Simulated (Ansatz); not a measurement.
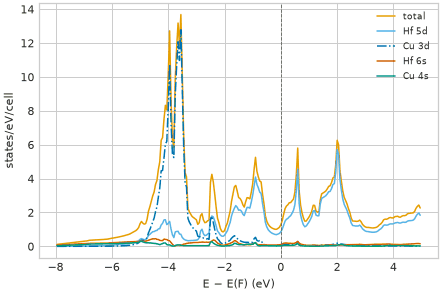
Figure. Total and projected density of states of Hf₂Cu (MoSi2 or CaC2 type, space group No. 139), DFT-LDA in the program Ansatz with PAW potentials

Problem. Which orbitals carry the states next to the Fermi level?

Solution. Within 0.5 eV of the Fermi level: Hf 5d 71 %, Hf 6s 7 %, outside the projected shells 14 %. Projections are on Löwdin-orthogonalised atomic valence shells; empty p or d shells of many metals are not among them.

Problem. Where is the tallest occupied peak in this window, and what makes it?

Solution. Near -3.5 eV, about 14 states/eV per cell; the largest projected share is Cu 3d.

Space group I4/mmm (MoSi2 or CaC2 type). The workflow started from a Materials Project entry (that database holds measured and hypothetical structures alike); the Crystallography Open Database files this formula in space group No. 139, but the cells were not matched. Its standing as an ambient phase is unchecked. The cell was relaxed with LDA under the symmetry of its start; whether a distortion lowers the energy is not shown. No spin polarisation was allowed. Spin–orbit coupling is left out wherever it is not named.

Potentials: the later of the program's two PAW sets.
